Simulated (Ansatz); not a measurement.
A series of calculations on GeH2F4

**1. Relaxation**

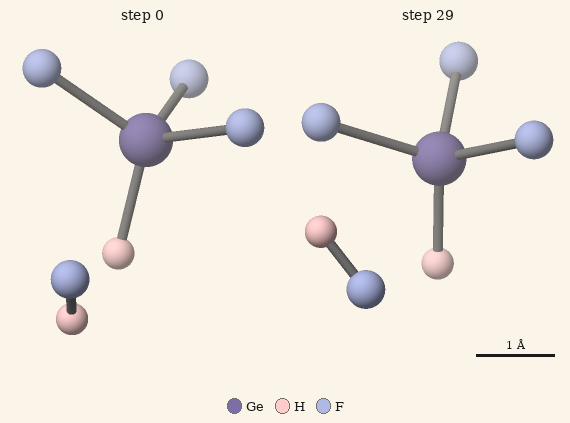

The structure of GeH₂F₄ before (left) and after (right) a relaxation, at one scale.

Style: ball-and-stick. Shown from a free direction.

The run prepares an end point of a later path (reaction) calculation, from a guessed geometry.

Level of theory: RKS PBE/def2-SVP in Ansatz 0.2.0. Set-up: no spin polarisation; force threshold 0.03 eV/Å; at most 50 steps.

Question: Describe what moved and what it gained.

Answer: An H atom moves most after the best rigid fit: 1.32 Å. Largest moves by element: H 1.32 Å, F 0.71 Å, Ge 0.27 Å. Near-neighbour distances that change, for instance: F–Ge 2.878 → 2.666 Å, F–Ge 1.730 → 1.769 Å, F–H 0.931 → 0.949 Å, Ge–H 1.545 → 1.528 Å. Among the angles between lasting bonds that change: H–Ge–F 113.3° → 116.8°, F–Ge–F 105.7° → 102.3°. The energy falls by 8.21 kcal/mol in 24 accepted moves (29 points after the start). Largest force component: 0.28 eV/Å at the start, 0.023 eV/Å at the end. The line search rejected the trial steps at points 11, 14, 18, 25, 27 of the run. The forces were under the threshold at step 7, but the run went on from there. Cost: 48 s on 2 threads of Arm Neoverse V1 (shared host), peak memory 0.13 GiB.

**2. Relaxation**

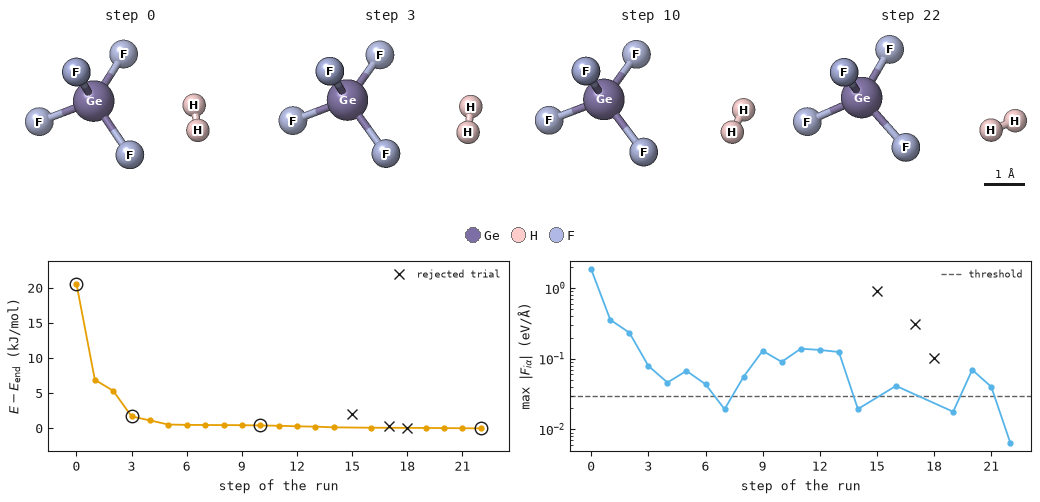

Frames of a relaxation of GeH$_{2}$F$_{4}$, marked on the history of the run. Style: ball-and-stick. Shown at a tilt.

The run prepares an end point of a later path (reaction) calculation, from a guessed geometry.

These are results of Ansatz 0.2.0, RKS PBE/def2-SVP, not measurements. Settings: no spin polarisation; force threshold 0.03 eV/Å; at most 50 steps.

**Describe the path.**

The energy falls by 20.6 kJ/mol in 19 accepted moves (22 points after the start). The largest force component goes from 1.8 to 0.0064 eV/Å. The line search rejected the trial steps at points 15, 17, 18 of the run. The forces were under the threshold at step 7, but the run went on from there. The largest move after the best rigid fit is that of an H atom, 1.15 Å. By element the largest moves are H 1.15 Å, F 0.39 Å, Ge 0.33 Å. Near-neighbour distances that change, for instance: H–H 0.721 → 0.769 Å, F–Ge 1.702 → 1.724 Å, F–Ge 1.724 → 1.719 Å. Bond angles that change, for instance: F–Ge–F 116.5° → 109.5°, F–Ge–F 107.2° → 109.6°. The run took 35 s on 2 threads of Arm Neoverse V1, on a shared host, peak memory 0.13 GiB. From step 0 to 3: an H atom moves most (0.45 Å), energy −18.9 kJ/mol. From step 3 to 10: an H atom moves most (0.35 Å), energy −1.30 kJ/mol. From step 10 to 22: an H atom moves most (0.39 Å), energy −0.41 kJ/mol.

```tsv
step	E − E(0), kJ/mol	largest force component, eV/Å	note
0	0.00	1.8486	
1	-13.66	0.3570	
2	-15.24	0.2347	
3	-18.88	0.0793	
4	-19.46	0.0461	
5	-20.04	0.0674	
6	-20.09	0.0436	
7	-20.11	0.0193	
8	-20.12	0.0558	
9	-20.13	0.1295	
10	-20.18	0.0905	
11	-20.22	0.1390	
12	-20.30	0.1334	
13	-20.34	0.1248	
14	-20.44	0.0194	
15	-18.52	0.9093	rejected
16	-20.50	0.0413	
17	-20.32	0.3149	rejected
18	-20.49	0.1035	rejected
19	-20.53	0.0178	
20	-20.55	0.0697	
21	-20.57	0.0401	
22	-20.59	0.0064
```

**3. Path**

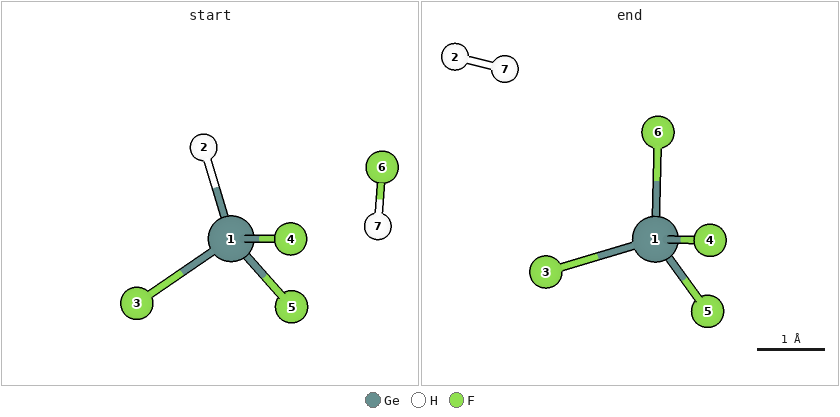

The two relaxed end points of a path for GeH2F4. A ball-and-stick model, seen at a tilt.

These are results of Ansatz, RKS PBE/def2-SVP, not measurements.

Run with 5 movable images; climbing image; force threshold 0.05 eV/Å; iteration limit 60.

Start:
```xyz
7

Ge    0.2325    0.1235    0.1158
H     0.7066    0.3643    1.5480
F     1.5764   -0.3120   -0.8935
F    -0.5152    1.4571   -0.6923
F    -0.8492   -1.2620   -0.0801
F    -1.9980    0.2030    1.5745
H    -2.0394   -0.5739    1.0310
```

End:
```xyz
7

Ge   -0.5579    0.0127   -0.7208
H     0.2046   -0.0611    3.3914
F     1.0758   -0.1811   -0.2212
F    -0.7055    1.4418   -1.6662
F    -1.0410   -1.3502   -1.6519
F    -1.5729    0.1418    0.6666
H    -0.2894   -0.0039    2.8056
```

Q: What barrier does the band find between them, and by what path?

A: The highest point, image 3, lies 34.9 kcal/mol above the start and 34.1 kcal/mol above the end; the end is at +0.8 kcal/mol relative to the start. Breaking: F6–H7 (0.95 → 1.26 at the top → 2.50 Å), Ge1–H2 (1.53 → 1.80 at the top → 4.18 Å). Forming: Ge1–F6 (2.67 → 1.95 at the top → 1.72 Å), H2–H7 (2.95 → 0.98 at the top → 0.77 Å). The band converged in 11 iterations. The largest component of the band force went from 69 to 0.013 eV/Å. The climbing image converged on the top of the path. Its vibrational analysis gives one imaginary mode (1005i cm⁻¹), as a transition state must have.

Energies of the converged images:

```
image  path (Å)  E (kcal/mol)
    0      0.00           0.0
    1      0.98           4.7
    2      1.96           8.9
    3      2.94          34.9
    4      3.92          10.1
    5      4.89           1.5
    6      5.86           0.8
```

The geometry at the top of the path:

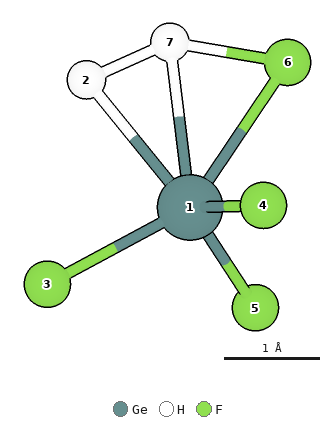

The run took 86 s on 2 threads of Arm Neoverse V1, on a shared host, peak memory 0.14 GiB.
